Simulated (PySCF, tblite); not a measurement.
# C7H12BN: geometry, infrared bands, NMR shifts, electronic excitations and core binding energies

Wanted: the infrared bands, NMR shifts, electronic excitations and core binding energies of C7H12BN (`Bc1cccn1C(C)C`), by calculation.

Computed with tblite 0.8.0 and PySCF 2.14.0, with density-fitted response routines of our own, on a single molecule in the gas phase. Atoms are numbered from 0 throughout.

## Step 1: The starting structure

21 atoms, charge 0, multiplicity 1; geometry from: force field or distance geometry start.

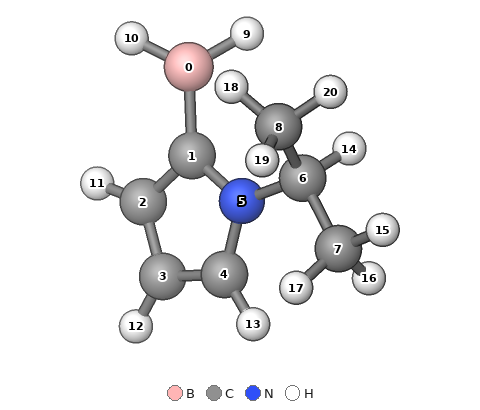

The starting geometry (boron pink, carbon grey, nitrogen blue, hydrogen white), atoms numbered.

## Step 2: Optimising the geometry with GFN2-xTB

Job settings and geometry (Å):

```
{"job": {"kind": "relax", "xc": "GFN2-xTB", "basis": "xTB"}, "charge": 0, "multiplicity": 1}
B      1.306400     2.161500    -0.046700
C      1.333300     0.611300    -0.049400
C      2.479100    -0.135700    -0.315400
C      2.132500    -1.461800    -0.227900
C      0.790600    -1.500200     0.128300
N      0.303500    -0.239500     0.227500
C     -1.058600     0.087000     0.569600
C     -1.866300    -1.187100     0.677800
C     -1.742800     0.980500    -0.396800
H      0.891600     2.698500     0.944100
H      2.145600     2.716000    -0.637000
H      3.460800     0.237300    -0.572900
H      2.801400    -2.300600    -0.371200
H      0.212900    -2.401400     0.275500
H     -1.090600     0.577000     1.589200
H     -2.911300    -0.914300     0.892500
H     -1.485000    -1.712100     1.584800
H     -1.792100    -1.845000    -0.221200
H     -1.101600     1.722100    -0.903200
H     -2.264300     0.387200    -1.165700
H     -2.553700     1.536400     0.172400
```

On the command line:

```sh
$ OMP_NUM_THREADS=1 python probes_run.py task.json out
```

The driver reads the jobs from task.json and runs them one after another.

Log:

```text
step      E/eV     max force
  0    -686.88588    2.368
  1    -687.10647    1.255
  2    -687.18131    0.881
  3    -687.25124    0.709
  4    -687.29869    0.356
  5    -687.31483    0.273
  6    -687.32770    0.282
  7    -687.34095    0.298
  8    -687.35245    0.256
  9    -687.36361    0.235
 10    -687.37600    0.280
 11    -687.38980    0.285
 12    -687.40295    0.263
 13    -687.41424    0.288
 14    -687.42662    0.270
 15    -687.44275    0.316
 16    -687.45877    0.293
 17    -687.46957    0.183
 18    -687.47467    0.116
 19    -687.47766    0.134
 20    -687.48050    0.129
 21    -687.48319    0.123
 22    -687.48556    0.095
 23    -687.48787    0.127
 24    -687.49024    0.121
 25    -687.49253    0.133
 26    -687.49483    0.113
 27    -687.49735    0.118
 28    -687.50033    0.152
 29    -687.50395    0.138
 30    -687.50821    0.192
 31    -687.51281    0.155
 32    -687.51748    0.151
 33    -687.52169    0.145
 34    -687.52551    0.177
 35    -687.52935    0.176
 36    -687.53463    0.164
 37    -687.54027    0.171
 38    -687.54722    0.178
 39    -687.55493    0.219
 40    -687.56356    0.223
 41    -687.57026    0.228
 42    -687.57591    0.198
 43    -687.57972    0.166
 44    -687.58323    0.125
 45    -687.58640    0.106
 46    -687.59041    0.116
 47    -687.59244    0.079
 48    -687.59348    0.080
 49    -687.59436    0.079
 50    -687.59544    0.069
 51    -687.59658    0.085
 52    -687.59767    0.104
 53    -687.59876    0.104
 54    -687.59984    0.082
 55    -687.60075    0.069
 56    -687.60129    0.068
 57    -687.60165    0.048
 58    -687.60205    0.053
 59    -687.60260    0.058
 60    -687.60319    0.052
 61    -687.60370    0.051
 62    -687.60413    0.046
 63    -687.60461    0.049
 64    -687.60522    0.057
 65    -687.60587    0.051
 66    -687.60644    0.052
 67    -687.60690    0.044
 68    -687.60737    0.048
 69    -687.60794    0.068
 70    -687.60868    0.087
 71    -687.60966    0.087
 72    -687.61086    0.098
 73    -687.61206    0.103
 74    -687.61307    0.075
 75    -687.61390    0.067
 76    -687.61470    0.072
 77    -687.61540    0.090
 78    -687.61624    0.058
 79    -687.61711    0.045
 80    -687.61761    0.051
 81    -687.61818    0.043
 82    -687.61858    0.041
 83    -687.61893    0.046
 84    -687.61935    0.052
 85    -687.61984    0.076
 86    -687.62041    0.072
 87    -687.62076    0.047
 88    -687.62110    0.048
 89    -687.62147    0.050
 90    -687.62180    0.045
 91    -687.62203    0.034
 92    -687.62219    0.031
 93    -687.62231    0.029
 94    -687.62245    0.025
 95    -687.62263    0.023
 96    -687.62274    0.022
 97    -687.62284    0.026
 98    -687.62292    0.026
 99    -687.62302    0.022
100    -687.62313    0.022
101    -687.62323    0.021
102    -687.62333    0.025
103    -687.62345    0.032
104    -687.62359    0.031
105    -687.62377    0.033
106    -687.62398    0.042
107    -687.62425    0.040
108    -687.62459    0.054
109    -687.62501    0.052
110    -687.62538    0.033
111    -687.62560    0.033
112    -687.62576    0.030
113    -687.62600    0.036
114    -687.62625    0.031
115    -687.62647    0.029
116    -687.62663    0.027
117    -687.62676    0.029
118    -687.62687    0.029
119    -687.62700    0.026
120    -687.62717    0.032
121    -687.62740    0.039
122    -687.62763    0.039
123    -687.62777    0.033
124    -687.62791    0.026
125    -687.62801    0.025
126    -687.62817    0.031
127    -687.62832    0.030
128    -687.62850    0.029
129    -687.62864    0.020
130    -687.62873    0.022
131    -687.62881    0.024
132    -687.62888    0.029
133    -687.62898    0.020
134    -687.62906    0.020
135    -687.62913    0.018
136    -687.62917    0.012
137    -687.62919    0.008
```

Run time: 1.8 s. Hardware: 1 thread of Arm Neoverse N1, shared host; peak memory 0.18 GiB.

Step by step: (not every step is listed)

```csv
step,energy from step 0 (eV),largest force (eV/Å)
0,0.0000,2.3676
1,-0.2206,1.2553
2,-0.2954,0.8812
3,-0.3654,0.7089
4,-0.4128,0.3559
5,-0.4289,0.2727
6,-0.4418,0.2817
7,-0.4551,0.2978
8,-0.4666,0.2562
20,-0.5946,0.1287
32,-0.6316,0.1510
44,-0.6973,0.1251
56,-0.7154,0.0682
68,-0.7215,0.0480
80,-0.7317,0.0508
92,-0.7363,0.0312
104,-0.7377,0.0306
116,-0.7407,0.0266
128,-0.7426,0.0292
132,-0.7430,0.0290
133,-0.7431,0.0205
134,-0.7432,0.0196
135,-0.7432,0.0181
136,-0.7433,0.0122
137,-0.7433,0.0081
```

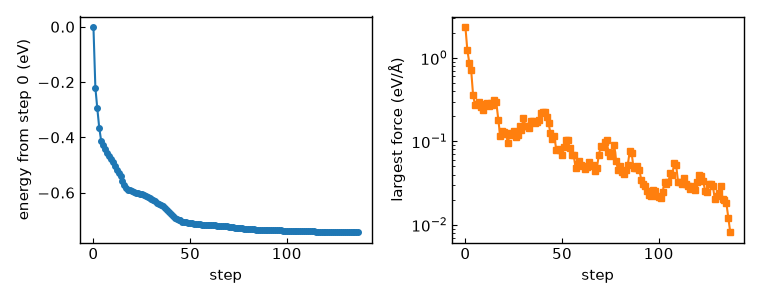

Energy and largest force along the relaxation.

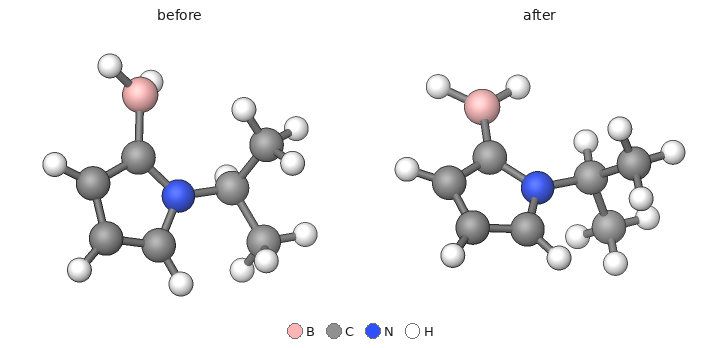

The geometry before (left) and after (right).

Close pairs (by a distance rule), those that changed most:

```csv
bond,before (Å),after (Å),change (Å)
C8–H20,1.136,1.087,-0.049
C6–C8,1.483,1.530,+0.046
C6–H14,1.132,1.093,-0.039
B0–C1,1.550,1.512,-0.039
C7–H17,1.116,1.087,-0.029
B0–H9,1.201,1.173,-0.028
C7–H16,1.115,1.088,-0.028
C1–N5,1.364,1.383,+0.019
```

The final coordinates are the input of the step that follows.

## Step 3: Vibrational analysis with GFN2-xTB

Job settings and geometry (Å):

```
{"job": {"kind": "ir", "xc": "GFN2-xTB", "basis": "xTB"}, "charge": 0, "multiplicity": 1}
B      1.534352     1.988592     0.860084
C      1.431445     0.613583     0.240248
C      2.494259    -0.158238    -0.242160
C      1.987481    -1.348241    -0.752169
C      0.620891    -1.296892    -0.576621
N      0.289923    -0.134077     0.013095
C     -1.064247     0.248395     0.347731
C     -1.672733    -0.743630     1.340569
C     -1.915997     0.365553    -0.917483
H      0.603604     2.597257     1.232202
H      2.596591     2.467870     0.966320
H      3.525221     0.136880    -0.216083
H      2.537523    -2.154297    -1.197394
H     -0.116997    -2.029605    -0.843185
H     -1.005706     1.230025     0.823999
H     -2.659536    -0.405607     1.645804
H     -1.043528    -0.822730     2.224130
H     -1.769798    -1.730664     0.894653
H     -1.452257     1.056326    -1.617888
H     -2.023210    -0.600609    -1.405051
H     -2.906201     0.737052    -0.666569
```

Log:

```text
mode    cm-1     km/mol
  1      31.9      0.46
  2     105.9      0.00
  3     172.6      0.01
  4     203.1      0.08
  5     205.9      0.21
  6     230.5      0.50
  7     278.3      0.35
  8     310.8      0.04
  9     359.2      0.02
 10     406.0      0.64
 11     498.6      0.02
 12     589.3      0.96
 13     615.8      5.67
 14     634.6      3.05
 15     729.0      4.28
 16     787.1     10.98
 17     814.2    126.42
 18     824.6     18.61
 19     831.3     21.32
 20     850.6      0.17
 21     861.6      0.14
 22     928.7      1.08
 23     944.7      2.17
 24     974.1      0.43
 25    1030.6      1.34
 26    1084.6      3.93
 27    1103.5     18.67
 28    1140.4     10.92
 29    1142.5     13.45
 30    1174.3      3.35
 31    1182.8      8.77
 32    1242.0     32.29
 33    1290.9      8.33
 34    1299.4      5.28
 35    1361.1     65.55
 36    1380.7     31.24
 37    1401.3      7.42
 38    1414.1     52.75
 39    1417.5     89.93
 40    1461.2     42.57
 41    1488.2      1.68
 42    1489.1      0.14
 43    1496.6      4.74
 44    1500.6      8.40
 45    1526.3     67.81
 46    2610.8    188.62
 47    2650.9    164.09
 48    2979.8      7.53
 49    3036.3      5.70
 50    3041.1     16.62
 51    3041.9     31.27
 52    3042.9     32.81
 53    3046.7     19.73
 54    3050.0     47.48
 55    3143.8     12.81
 56    3156.0     37.32
 57    3167.2     45.09
```

Wall time 1.3 s (1 thread of Arm Neoverse N1, shared host); peak memory 0.18 GiB.

The strongest bands and the atoms that carry them (share of the mass-weighted mode):

```csv
cm⁻¹,km/mol,atoms
814,126.4,"H9 27 %, H10 25 %, B0 21 %, H12 12 %"
1361,65.5,"N5 22 %, C3 21 %, C2 19 %, C1 12 %"
1414,52.8,"H20 11 %, H15 11 %, H18 11 %, H16 11 %"
1418,89.9,"C3 29 %, C1 15 %, C2 13 %, C4 13 %"
1526,67.8,"C4 29 %, C2 21 %, C1 19 %, C3 15 %"
2611,188.6,H9 87 %
2651,164.1,H10 86 %
3050,47.5,"H15 56 %, H20 28 %"
```

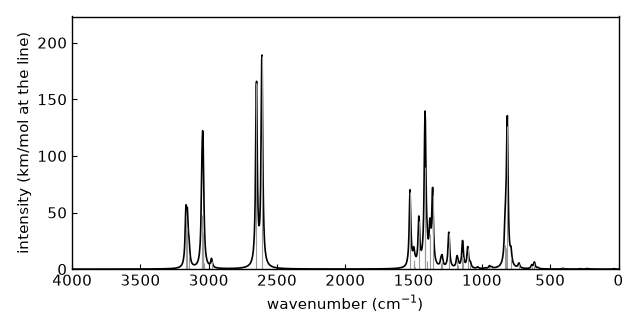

The infrared spectrum from these modes, unscaled. Lines are broadened to a width of 14 cm⁻¹ (Lorentzian).

## Step 4: Geometry optimisation at PBE0-D3(BJ)/def2-SVP

Job settings and geometry (Å):

```
{"job": {"xc": "PBE0", "basis": "def2-SVP", "d3": "d3bj", "grid": 1, "shake": 0.01, "kind": "geom"}, "charge": 0, "multiplicity": 1}
B      1.554760     1.963040     0.864260
C      1.425770     0.609060     0.238090
C      2.474060    -0.160560    -0.250810
C      2.020710    -1.345980    -0.755700
C      0.618080    -1.303570    -0.587170
N      0.286010    -0.129260     0.010710
C     -1.054670     0.246400     0.347970
C     -1.657270    -0.738180     1.335520
C     -1.917830     0.370960    -0.898130
H      0.600910     2.594820     1.242230
H      2.587730     2.464950     0.975150
H      3.531020     0.137800    -0.209380
H      2.509240    -2.144080    -1.206990
H     -0.133680    -2.026840    -0.836180
H     -1.010150     1.219260     0.824260
H     -2.660060    -0.391550     1.653280
H     -1.041590    -0.811610     2.222070
H     -1.779060    -1.724820     0.900480
H     -1.454410     1.048500    -1.615600
H     -2.048150    -0.593710    -1.400140
H     -2.922590     0.737670    -0.676210
```

Log:

```text
step   0  E = -352.88983773  max force = 0.055692
step   1  E = -352.89768841  max force = 0.006209
step   2  E = -352.89786876  max force = 0.003030
step   3  E = -352.89775651  max force = 0.005616
step   4  E = -352.89790683  max force = 0.000843
step   5  E = -352.89789986  max force = 0.002117
step   6  E = -352.89791705  max force = 0.000277
optimisation converged
```

Wall time 3.6 min (1 thread of Arm Neoverse N1, shared host); peak memory 0.76 GiB.

Along the way: (the energy doesn't fall at every step)

```csv
step,energy from step 0 (eV),largest force component (eV/Å)
0,0.0000,2.8638
1,-0.2136,0.3193
2,-0.2185,0.1558
3,-0.2155,0.2888
4,-0.2196,0.0433
5,-0.2194,0.1089
6,-0.2198,0.0142
```

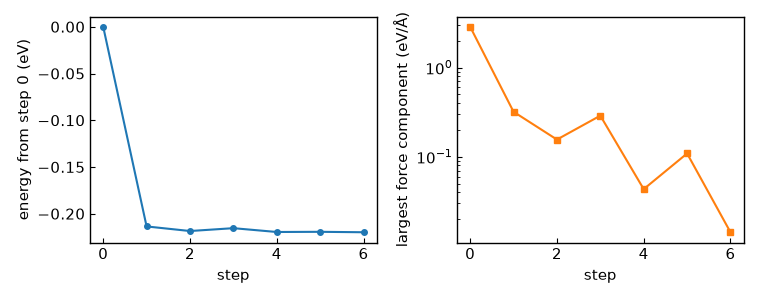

Energy and largest force along the relaxation.

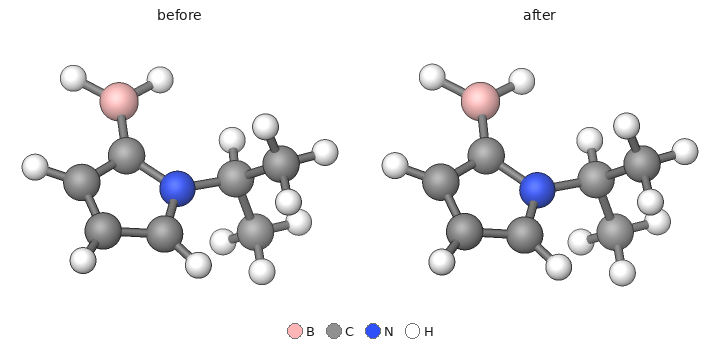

The geometry before (left) and after (right).

Close pairs (by a distance rule), those that changed most:

```csv
bond,before (Å),after (Å),change (Å)
B0–H10,1.154,1.209,+0.056
C3–H12,1.039,1.089,+0.050
C2–C3,1.366,1.399,+0.033
N5–C6,1.433,1.460,+0.027
C3–C4,1.413,1.393,-0.020
C1–C2,1.389,1.408,+0.019
C1–N5,1.377,1.395,+0.018
C7–H16,1.082,1.100,+0.018
```

The next job starts from the end point, and lists it.

```csv
at the end point,value
point group (found at 0.08 Å tolerance),Cs
"rotational constants (GHz, main isotopes)","2.533, 1.362, 1.097"
dipole moment (D),2.88
```

## Step 5: NMR shieldings: PBE0/pcSseg-1

Job settings and geometry (Å):

```
{"job": {"kind": "nmr", "xc": "PBE0", "basis": "pcSseg-1"}, "charge": 0, "multiplicity": 1}
B      1.818346     2.178161     0.643176
C      1.729863     0.813158     0.008746
C      2.793679     0.044872    -0.501261
C      2.285083    -1.159052    -0.999524
C      0.908093    -1.116571    -0.790702
N      0.581021     0.047859    -0.195296
C     -0.776752     0.441850     0.168307
C     -1.367152    -0.514631     1.195275
C     -1.650447     0.593346    -1.069554
H      0.853032     2.778495     1.060937
H      2.908217     2.693674     0.738599
H      3.833813     0.366562    -0.491953
H      2.833010    -1.978829    -1.460728
H      0.149899    -1.858739    -1.037647
H     -0.665003     1.428533     0.637582
H     -2.351417    -0.154265     1.529053
H     -0.711828    -0.595635     2.074624
H     -1.505264    -1.523358     0.775302
H     -1.190528     1.287184    -1.788016
H     -1.803899    -0.373021    -1.575079
H     -2.639614     0.986953    -0.792442
```

Level: GIAO PBE0/pcSseg-1 NMR shielding, non-relativistic, gas phase.

Log:

```text
coarse grid: 17192 points
cycle   1  E = -352.9738944197  dE =  1.188e+00  |g| = 4.554e-01  |ddm| = 4.012e+00
cycle   2  E = -352.9471432648  dE =  2.675e-02  |g| = 5.880e-01  |ddm| = 9.480e-01
cycle   3  E = -353.0288676253  dE = -8.172e-02  |g| = 1.296e-01  |ddm| = 5.517e-01
cycle   4  E = -353.0326673213  dE = -3.800e-03  |g| = 3.604e-02  |ddm| = 1.411e-01
cycle   5  E = -353.0329530369  dE = -2.857e-04  |g| = 1.199e-02  |ddm| = 4.022e-02
cycle   6  E = -353.0329848569  dE = -3.182e-05  |g| = 3.817e-03  |ddm| = 1.146e-02
cycle   7  E = -353.0329883054  dE = -3.449e-06  |g| = 1.121e-03  |ddm| = 4.654e-03
final grid: 165120 points
cycle   8  E = -353.0848291724  dE = -4.988e-05  |g| = 8.929e-03  |ddm| = 4.292e-02
cycle   9  E = -353.0848196782  dE =  9.494e-06  |g| = 1.073e-02  |ddm| = 1.815e-02
cycle  10  E = -353.0848503682  dE = -3.069e-05  |g| = 1.545e-03  |ddm| = 1.058e-02
cycle  11  E = -353.0848510315  dE = -6.632e-07  |g| = 3.746e-04  |ddm| = 1.834e-03
cycle  12  E = -353.0848510647  dE = -3.321e-08  |g| = 1.021e-04  |ddm| = 3.807e-04
cycle  13  E = -353.0848510672  dE = -2.563e-09  |g| = 3.401e-05  |ddm| = 1.123e-04
cycle  14  E = -353.0848510675  dE = -2.659e-10  |g| = 9.499e-06  |ddm| = 3.715e-05
converged SCF energy = -353.0848510675

GIAO shielding tensors (ppm)
atom      isotropic    diamagn.    paramagn.     s11        s22        s33       span
  0 B       49.545     194.223    -144.678      7.619      8.632    132.383    124.764
  1 C       36.407     247.751    -211.344    -52.505     28.299    133.427    185.932
  2 C       43.295     258.754    -215.459    -41.490     24.157    147.217    188.707
  3 C       67.560     258.283    -190.723    -14.138     56.159    160.658    174.795
  4 C       51.559     253.819    -202.260    -27.529     41.795    140.412    167.941
  5 N       45.004     332.912    -287.907    -43.987     13.290    165.710    209.697
  6 C      136.486     244.166    -107.681    111.713    135.248    162.496     50.784
  7 C      158.871     248.331     -89.460    143.200    150.089    183.325     40.125
  8 C      158.612     247.890     -89.278    142.968    149.474    183.396     40.428
  9 H       24.874      30.720      -5.846     20.015     25.202     29.406      9.391
 10 H       25.092      28.749      -3.657     22.256     25.511     27.510      5.253
 11 H       24.007      31.488      -7.481     21.720     24.747     25.554      3.834
 12 H       24.674      31.317      -6.642     22.144     25.395     26.484      4.340
 13 H       24.089      32.846      -8.757     20.307     23.136     28.823      8.516
 14 H       26.249      33.699      -7.450     21.066     25.674     32.008     10.942
 15 H       29.990      29.836       0.154     26.050     27.019     36.900     10.850
 16 H       29.849      30.691      -0.842     25.818     27.986     35.744      9.926
 17 H       29.855      31.345      -1.490     25.789     29.219     34.559      8.770
 18 H       29.860      30.176      -0.316     25.793     28.097     35.690      9.896
 19 H       29.882      30.964      -1.082     25.850     29.227     34.569      8.720
 20 H       29.997      29.509       0.488     26.089     26.965     36.937     10.848
```

It took 77 s on 1 thread of Arm Neoverse N1, shared host; peak memory 0.99 GiB.

The references, computed at this level on geometries of the same kind, shield at (ppm): ¹H TMS 31.27, ¹³C TMS 184.4, ¹⁵N NH3 265.7, ¹¹B BF3·OEt2 100.7. Their shielding less the atom's gives the shift. The references are single molecules in the gas phase, so shifts against H2O, NH3, PH3, H3PO4 or CFCl3 are not on the usual liquid scales and can be off by tens of ppm. Atoms listed in one row are averaged.

```csv
atoms,environment,σ (ppm),δ (ppm),δ scaled to CDCl3
C1,substituted aromatic carbon next to a ring nitrogen,36.4,148.0,143.2
C2,aromatic CH,43.3,141.1,136.5
C4,aromatic CH next to a ring nitrogen,51.6,132.8,128.5
C3,aromatic CH,67.6,116.8,113.0
C6,sp3 CH bonded to N,136.5,47.9,46.0
"C7, C8",methyl carbon,158.7,25.7,24.4
H11,hydrogen on an aromatic CH,24.01,7.26,7.10
H13,hydrogen on an aromatic CH next to a ring nitrogen,24.09,7.18,7.02
H12,hydrogen on an aromatic CH,24.67,6.59,6.46
"H9, H10",hydrogen on a boron bonded to C,24.98,6.28,–
H14,hydrogen on an sp3 CH bonded to N,26.25,5.02,4.97
"H15, H16, H17, H18, H19, H20",hydrogen on a methyl carbon,29.91,1.36,1.51
B0,"boron bonded to C, 2 H",49.5,51.2,–
N5,pyrrole-type ring nitrogen,45.0,220.7,–
```

The scaled column applies a straight-line fit of computed shieldings to shifts measured in CDCl3 (root-mean-square error 0.21 ppm for H, 2.0 ppm for C).

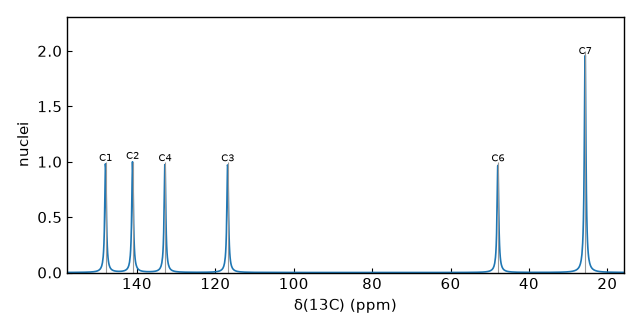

¹³C lines at the computed shifts, without couplings. Lines are broadened to a width of 0.49 ppm (Lorentzian).

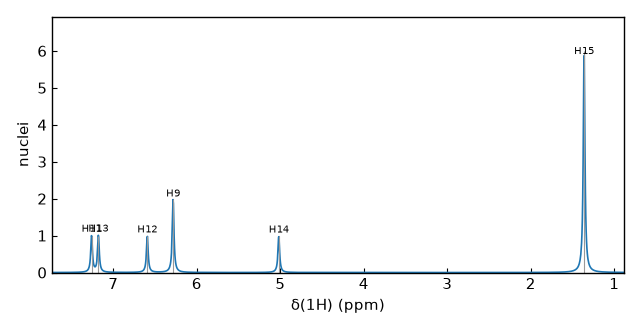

¹H lines at the computed shifts, without couplings. Lines are broadened to a width of 0.02 ppm (Lorentzian).

Charges from the same density, by scheme (e):

```csv
atoms,Mulliken,IAO,Hirshfeld,ESP fit
B0,0.14,-0.08,0.07,0.11
C1,0.05,-0.09,-0.07,-0.14
C2,-0.15,-0.15,-0.06,-0.23
C3,-0.15,-0.22,-0.09,-0.23
C4,0.18,-0.07,0.00,-0.25
N5,-0.60,-0.04,0.01,0.18
C6,-0.14,0.01,0.04,0.35
"C7, C8",-0.22,-0.41,-0.12,-0.54
```

IAO charges:

B0 -0.08; C1 -0.09; C2 -0.15; C3 -0.22; C4 -0.07; N5 -0.04; C6 0.01; C7 -0.41; C8 -0.41; H9 0.00; H10 0.01; H11 0.16; H12 0.16; H13 0.15; H14 0.16; H15 0.14; H16 0.15; H17 0.13; H18 0.15; H19 0.13; H20 0.14

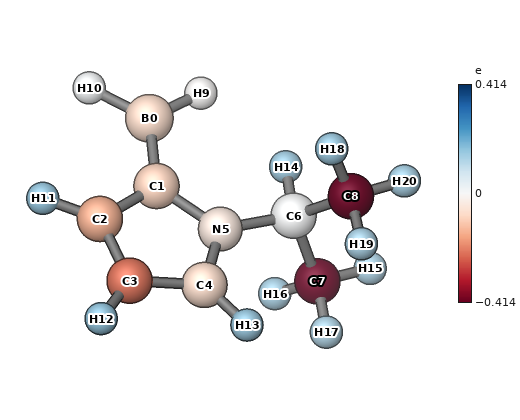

IAO charges, as colours on the atoms.

Mayer bond orders: B0–C1 1.19, C1–C2 1.35, C2–C3 1.45, C3–C4 1.40, C4–N5 1.25, N5–C6 0.87, C6–C7 1.04, C6–C8 1.04, N5–C1 1.02.

Ring of atoms C1, C2, C3, C4, N5: NICS(0) -11.2, NICS(1) -10.5, NICS(1)zz -26.7 ppm (means of both faces).

(Part 1 of 2 ends here.)
